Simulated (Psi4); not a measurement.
# AlH3 (SMILES [AlH3]): PBE0/def2-TZVP

Aim: the vertical electron affinity of AlH3 at PBE0/def2-TZVP, from 2 runs. Input form: a Python script.

The calculation is run with Psi4 1.11.

4 further runs of the same task are left out: 4 set aside as unsound or not needed. Runs told in other sessions of the task aren't counted.

### Step 1. Starting point

AlH3 has 4 atoms, charge 0, and is taken as a singlet. SMILES: `[AlH3]`. The coordinates come from a PBE0-D4/def2-TZVP relaxation.

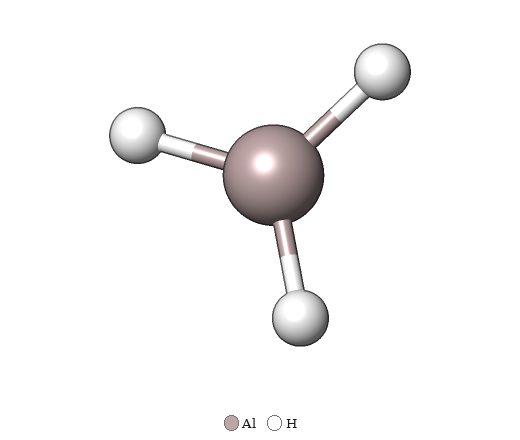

Viewed from a chosen angle; aluminium light grey, hydrogen white.

### Step 2. The energy at PBE0/def2-TZVP

job.py

```python
import psi4

psi4.set_memory(1600000000)
psi4.set_num_threads(1)
psi4.core.set_output_file('output.dat', False)

mol = psi4.geometry("""
Al     0.013700    -0.014800    -0.005100
H      0.633200     0.670900     1.283600
H     -1.340800    -0.832000     0.105100
H      0.749400     0.115700    -1.403900
units angstrom
symmetry c1
""")

psi4.set_options({
    'basis': 'def2-TZVP',
    'puream': True,
    'scf_type': 'pk',
    'dft_radial_points': 75,
    'dft_spherical_points': 302,
})

result = psi4.energy("pbe0")
print(f'pbe0 energy: {result:.10f} Eh')
```

On the command line:

```
$ python job.py
```

output.dat:

```text
[...]
  Running in c1 symmetry.
[...]
  Nuclear repulsion =   13.592190814956911
[...]
  Multiplicity = 1
[...]
  Nalpha       = 8
  Nbeta        = 8
[...]
    Number of basis functions: 55
[...]
   @RKS iter   1:  -244.05707371288523   -4.23379e-01   4.12498e-03 ADIIS/DIIS
[...]
   @RKS iter   5:  -244.07871383333037   -1.29873e-07   9.77489e-07 DIIS
[...]
    Orbital Energies [Eh]
    ---------------------
    Doubly Occupied:
       1A    -56.148397     2A     -4.181029     3A     -2.716568
       4A     -2.707201     5A     -2.707201     6A     -0.433463
       7A     -0.315183     8A     -0.315172
[...]
  @RKS Final Energy:  -244.07871383333037
   => Energetics <=
    Nuclear Repulsion Energy =             13.5921908149569113
    One-Electron Energy =                -365.7851039945146567
    Two-Electron Energy =                 122.9321231648066970
    DFT Exchange-Correlation Energy =     -14.8179238185792830
    Empirical Dispersion Energy =           0.0000000000000000
    VV10 Nonlocal Energy =                  0.0000000000000000
    Total Energy =                       -244.0787138333303687
[...]
 Multipole Moments:
 ------------------------------------------------------------------------------------
     Multipole            Electronic (a.u.)      Nuclear  (a.u.)        Total (a.u.)
 ------------------------------------------------------------------------------------
 L = 1.  Multiply by 2.5417464519 to convert [e a0] to [Debye]
 Dipole X            :         -0.0010429            0.0006119           -0.0004310
 Dipole Y            :          0.0014745           -0.0008742            0.0006003
 Dipole Z            :         -0.0001325            0.0000874           -0.0000451
 Magnitude           :                                                    0.0007404
[...]
```

The script printed:

```text
pbe0 energy: -244.0787138333 Eh
```

Run time: 3.3 s. Hardware: 1 thread of AMD EPYC 7B13 (Zen 3), shared host; peak memory 0.35 GiB.

### Step 3. The doublet anion

run.py

```python
import psi4

psi4.set_memory('1600 MB')
psi4.set_num_threads(1)
psi4.set_output_file('alh3.out', False)

mol = psi4.geometry("""
-1 2
Al     0.013700    -0.014800    -0.005100
H      0.633200     0.670900     1.283600
H     -1.340800    -0.832000     0.105100
H      0.749400     0.115700    -1.403900
symmetry c1
""")

psi4.set_options({
    'basis': 'def2-TZVP',
    'reference': 'uks',
    'puream': True,
    'scf_type': 'pk',
    'dft_radial_points': 75,
    'dft_spherical_points': 302,
    'maxiter': 100,
})

e_tot = psi4.energy('PBE0')
print('E =', round(e_tot, 9))
for k, v in sorted(psi4.core.scalar_variables().items()):
    print(f'{k:45s} {v:18.10f}')
```

On the command line:

```
$ python run.py
```

alh3.out:

```text
[...]
  Running in c1 symmetry.
[...]
  Nuclear repulsion =   13.592190814956911
[...]
  Multiplicity = 2
[...]
  Nalpha       = 9
  Nbeta        = 8
[...]
    Number of basis functions: 55
[...]
   @UKS iter   1:  -244.00388725530038   -3.70192e-01   5.88635e-03 DIIS/ADIIS
[...]
   @UKS iter   7:  -244.08315739842925   -3.32532e-08   4.55061e-07 DIIS
[...]
   @S^2 Observed:                7.555950988E-01
[...]
    Orbital Energies [Eh]
    ---------------------
    Alpha Occupied:
       1A    -55.895841     2A     -3.930143     3A     -2.464042
       4A     -2.458020     5A     -2.458019     6A     -0.217826
       7A     -0.100608     8A     -0.100600     9A      0.061933
    Alpha Virtual:
      10A      0.220091    11A      0.229473    12A      0.229478
      13A      0.305358    14A      0.336052    15A      0.336053
      16A      0.361250    17A      0.361256    18A      0.401792
      19A      0.451854    20A      0.482299    21A      0.482309
      22A      0.574171    23A      0.678651    24A      0.678662
      25A      0.884088    26A      0.919252    27A      0.923602
[...]
  @UKS Final Energy:  -244.08315739842925
   => Energetics <=
    Nuclear Repulsion Energy =             13.5921908149569113
    One-Electron Energy =                -369.5924904433219922
    Two-Electron Energy =                 126.8672915931081491
    DFT Exchange-Correlation Energy =     -14.9501493631722919
    Empirical Dispersion Energy =           0.0000000000000000
    VV10 Nonlocal Energy =                  0.0000000000000000
    Total Energy =                       -244.0831573984292504
  UHF NO Occupations:
  HONO-2 :    7  A 1.9997029
  HONO-1 :    8  A 1.9977946
[...]
 Multipole Moments:
 ------------------------------------------------------------------------------------
     Multipole            Electronic (a.u.)      Nuclear  (a.u.)        Total (a.u.)
 ------------------------------------------------------------------------------------
 L = 1.  Multiply by 2.5417464519 to convert [e a0] to [Debye]
 Dipole X            :         -0.0004155            0.0006119            0.0001964
 Dipole Y            :          0.0004493           -0.0008742           -0.0004248
 Dipole Z            :          0.0001080            0.0000874            0.0001954
 Magnitude           :                                                    0.0005072
[...]
```

Standard output:

```text
E = -244.083157398
CURRENT ENERGY                                   -244.0831573984
CURRENT REFERENCE ENERGY                         -244.0831573984
DD SOLVATION ENERGY                                 0.0000000000
DFT FUNCTIONAL TOTAL ENERGY                      -244.0831573984
DFT TOTAL ENERGY                                 -244.0831573984
DFT VV10 ENERGY                                     0.0000000000
DFT XC ENERGY                                     -14.9501493632
GRID ELECTRONS ALPHA                                8.9999998036
GRID ELECTRONS BETA                                 7.9999997789
GRID ELECTRONS TOTAL                               16.9999995826
NUCLEAR REPULSION ENERGY                           13.5921908150
ONE-ELECTRON ENERGY                              -369.5924904433
PCM POLARIZATION ENERGY                             0.0000000000
PE ENERGY                                           0.0000000000
SCF ITERATION ENERGY                             -244.0831573984
SCF ITERATIONS                                      7.0000000000
SCF TOTAL ENERGY                                 -244.0831573984
TWO-ELECTRON ENERGY                               126.8672915931
XC GRID RADIAL POINTS                              75.0000000000
XC GRID SPHERICAL POINTS                          302.0000000000
XC GRID TOTAL POINTS                            87826.0000000000
```

Run time: 4.2 s. Hardware: 1 thread of AMD EPYC 7B13 (Zen 3), shared host; peak memory 0.36 GiB.

### Step 4. What came out

At PBE0/def2-TZVP:

```
                                         quantity          value
                       singlet AlH3: total energy  -244.07871 Eh
                      singlet AlH3: dipole moment         0.00 D
                        singlet AlH3: HOMO energy       -8.58 eV
                        singlet AlH3: LUMO energy       -1.75 eV
                      singlet AlH3: HOMO–LUMO gap        6.83 eV
                      doublet anion: total energy  -244.08316 Eh
doublet anion: HOMO energy (highest over α and β)        1.69 eV
 doublet anion: LUMO energy (lowest over α and β)        4.32 eV
                              doublet anion: ⟨S²⟩          0.756
vertical electron affinity (to the doublet anion)       0.121 eV
```

What this shows: At fixed nuclei the extra electron is bound by 0.12 eV (11.7 kJ/mol). The basis has no diffuse functions, so the error can be as large as this value. The HOMO (doublet anion) lies at positive energy, 1.69 eV, from the functional's self-interaction, a short basis or an electron that isn't bound; only total energies against the neutral tell.
